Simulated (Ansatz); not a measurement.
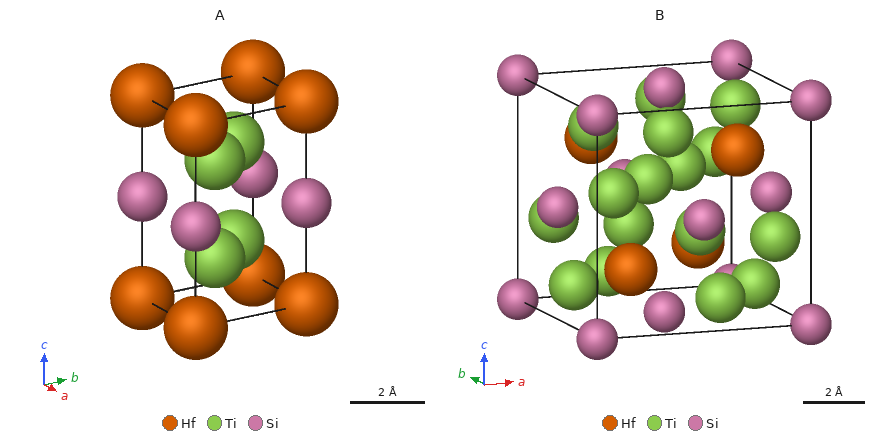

Two structures of HfTi4Si, each relaxed to rest (conventional cells in solid outline, small ones repeated, not to one scale). Method: DFT PBE, scalar-relativistic, plane waves, PAW (Ansatz), without spin polarisation.

Characterise the two forms.

A: 6 atoms a cell on a primitive hexagonal lattice, P6/mmm. B: 24 atoms a cell on a face-centred cubic lattice, F-43m.

Which is the more stable form at this level of theory?

A is lower, by 338 meV/atom at this level of theory (energies at zero smearing). Volumes: A 16.8, B 17.6 Å³/atom.

One or both may be structure types tried for this composition rather than known phases.
